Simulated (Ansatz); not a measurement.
System: NbBSe4.

The calculation's input:

```
crystal:
  lattice:
    - [0.0, 3.8231822229, 3.8231822229]
    - [3.8231822229, 0.0, 3.8231822229]
    - [3.8231822229, 3.8231822229, 0.0]
  atoms:
    - { symbol: Nb, position: [0.25, 0.25, 0.25] }
    - { symbol: B, position: [0.0, 0.0, 0.0] }
    - { symbol: Se, position: [0.6244185026, 0.6244185026, 0.6244185026] }
    - { symbol: Se, position: [0.6244185026, 0.6244185026, 0.1267444922] }
    - { symbol: Se, position: [0.6244185026, 0.1267444922, 0.6244185026] }
    - { symbol: Se, position: [0.1267444922, 0.6244185026, 0.6244185026] }
kpoints:
  mp_grid: { grid: [6, 6, 6] }
hamiltonian:
  xc: r2scan
  dispersion: rvv10
scf:
  occupations: { method: fermi_dirac, width: 0.03 }
relax:
  f_tol: 0.01
  cell: {}
  max_steps: 120
output:
  write_density: true
  write_potential: true
  elf: true
  volumetric_format: npy
```

Command:

```sh
ansatz run input.yaml --threads 2 --pin off --max-ram 2211MiB --backend cpu --events-out ev --progress --plain --runs-dir out
```

Below, planes, directions and counts refer to the conventional cell (a = 7.71 Å, b = 7.71 Å, c = 7.71 Å, α = 90.00°, β = 90.00°, γ = 90.00°).

The fields are those of the run's last geometry, not of the input's.

Space group F-43m; a structure from a database of computed crystals, not necessarily the ambient phase; started from the NdInCu4-216 prototype, which need not be the ambient phase.

All numbers below come from DFT, r2SCAN+rVV10, plane waves, PAW (Ansatz).

> What will maps of the valence pseudo-density and electron localisation function show?

Se–Se (2.71 Å): ρ is about 0.34 e/Å³ halfway; the ELF is about 0.35 at the midpoint.
Nb–Se (3.20 Å): the density is about 0.16 e/Å³ at the midpoint; the ELF is about 0.25 at the midpoint and 0.10 at its lowest between the atoms.
Nb–B (3.34 Å): ρ at the midpoint is about 0.12 e/Å³; the ELF is about 0.40 at the midpoint and 0.30 at its lowest between the atoms; no localised pair shows between them.

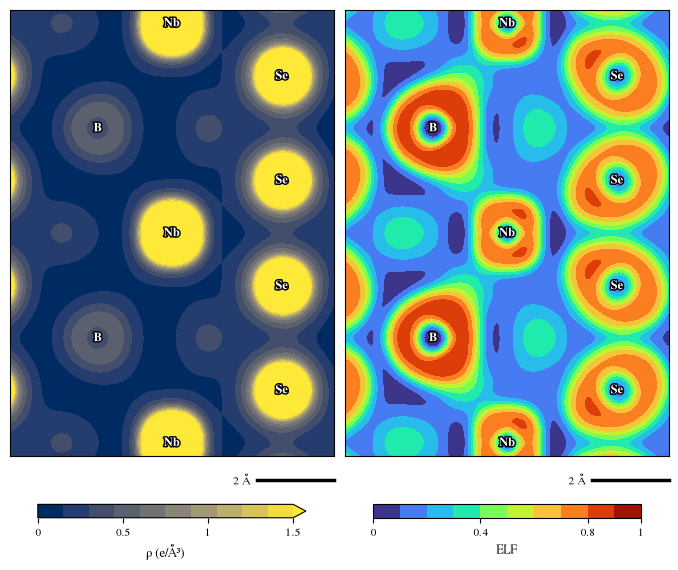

Computed valence pseudo-density and electron localisation function on the (110) plane of the conventional cell, in this order. 
